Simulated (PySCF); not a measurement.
```xyz
17

C     2.5910    0.3713   -0.3938
C     1.6482   -0.4400    0.0456
C     0.4530   -0.0040    0.8326
C    -0.8526   -0.4210    0.1439
C    -1.0640    0.3320   -1.1761
C    -2.0204   -0.1565    1.0401
O    -2.0873    0.4292    2.0610
F    -3.1620   -0.7060    0.5179
H     2.5567    1.4323   -0.2081
H     3.4406    0.0117   -0.9484
H     1.7068   -1.5029   -0.1527
H     0.4882   -0.4648    1.8240
H     0.4632    1.0784    0.9670
H    -0.8389   -1.4970   -0.0671
H    -0.2246    0.1401   -1.8393
H    -1.9803    0.0067   -1.6622
H    -1.1246    1.4027   -0.9944
```

Geometry: GFN2-xTB.

All numbers below come from PBE0/pcSseg-1, SCF density, gas phase, non-relativistic (PySCF 2.14.0).

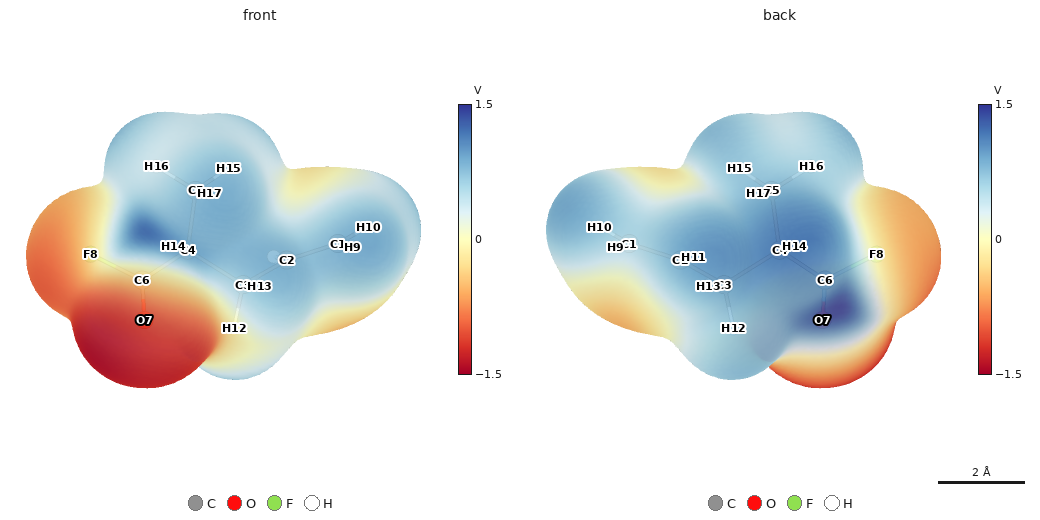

C₆H₉FO (SMILES C=CC[C@H](C)C(=O)F). The molecular electrostatic potential painted on the density surface at 0.002 e/bohr³, seen from the front and from behind; red is negative and blue positive.

Where is the surface potential most negative and most positive?

Answer. The most negative region (about −1.4 V, or −32 kcal/mol for a unit charge) lies over O7, the most positive (about +1.3 V, or +30 kcal/mol for a unit charge) over the π face of C6. O7 is the likeliest acceptor of a hydrogen bond.
